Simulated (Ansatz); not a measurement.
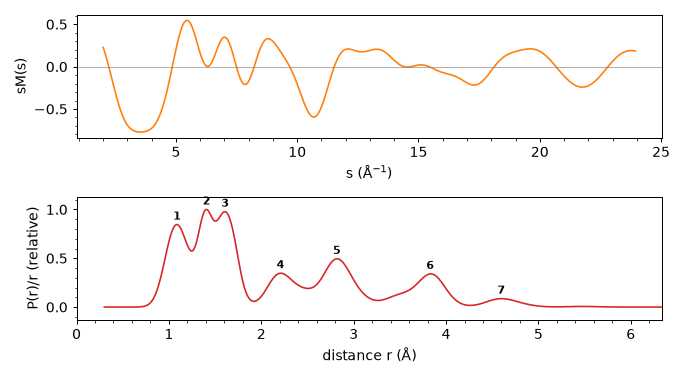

Simulated gas electron diffraction: reduced molecular intensity sM(s) from the Debye equation in the first Born approximation (top) and the radial distribution curve (bottom) of CH₇B₂N. Each pair of atoms contributes with weight ZᵢZⱼ/r; damping constant 0.002 Å²; vibrational amplitudes assumed, not computed: 0.05 Å for bonds, 0.078 Å for bonds to H, 0.06 + 0.015 r up to 0.15 Å for other pairs. The geometry is the end point of an optimisation (RKS B3LYP-D4/def2-SVP (Ansatz)); it may be a saddle point or a higher isomer.

Assign the numbered peaks of the radial distribution curve (– bonded, ··· not bonded).

Peak 1, 1.09 Å: N–H 1.01 Å (×2), C–H 1.10–1.11 Å (×3), B–H 1.22 Å (×2), not resolved
Peak 2, 1.41 Å: N–B 1.40 Å
Peak 3, 1.61 Å: C–B 1.57 Å, B–B 1.69 Å, not resolved
Peak 4, 2.21 Å: B···H 2.13–2.29 Å (×5), N···H 2.22 Å, C···H 2.37 Å, not resolved; in its flanks B···H 2.49 Å
Peak 5, 2.82 Å: N···B 2.76 Å, C···B 2.89 Å, B···H 3.02–3.08 Å (×2), not resolved
Peak 6, 3.83 Å: C···H 3.55–3.99 Å (×2), B···H 3.69–3.76 Å (×2), N···H 3.82 Å, N···C 3.86 Å, not resolved
Peak 7, 4.60 Å: H···H 4.40–4.89 Å (×5), N···H 4.57–4.58 Å (×2), C···H 4.76 Å, not resolved
